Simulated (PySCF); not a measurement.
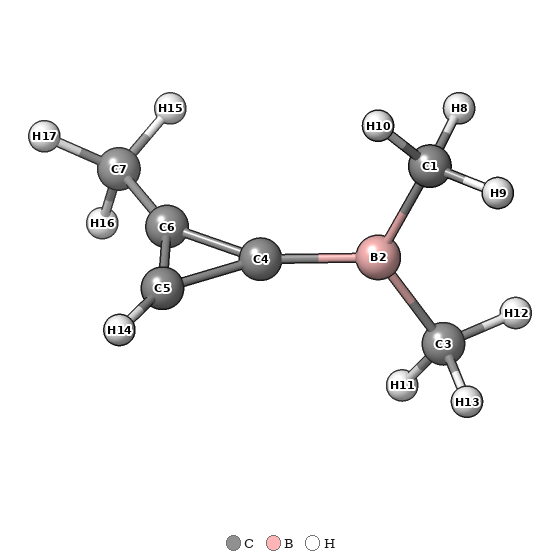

Structure of C₆H₁₀B⁺, SMILES CB(C)c1c[c+]1C.

GIAO shifts, PBE0/pcSseg-1 in PySCF 2.14.0, at a GFN2-xTB geometry (no frequency check), against BF₃.OEt₂ for ¹¹B and TMS for ¹³C computed at the same level. Gas phase, fully decoupled, line heights follow the number of nuclei, widths are arbitrary (no quadrupolar broadening); values of one conformer, averaged over methyl-type rotors and exact or near symmetry; other conformers aren't averaged in.

> Which ¹¹B signals does it give?

1 signal.


```csv
δ (ppm),nuclei,atoms
84.0,1,B2
```

> Which ¹³C signals does it give?

5 signals.


| δ (ppm) | nuclei | atoms |
| --- | --- | --- |
| 207.1 | 1 | C4 |
| 190.4 | 1 | C6 |
| 173.3 | 1 | C5 |
| 15.9 | 2 | C1, C3 |
| 15.4 | 1 | C7 |

The order of signals that lie close, as those under 2 ppm apart, is within the error of the method.

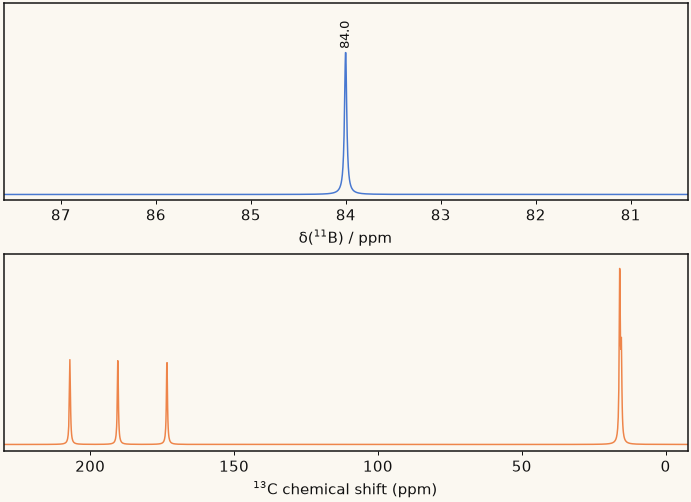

Caveats: the tight-binding geometry is rougher than a DFT one and adds to the error.
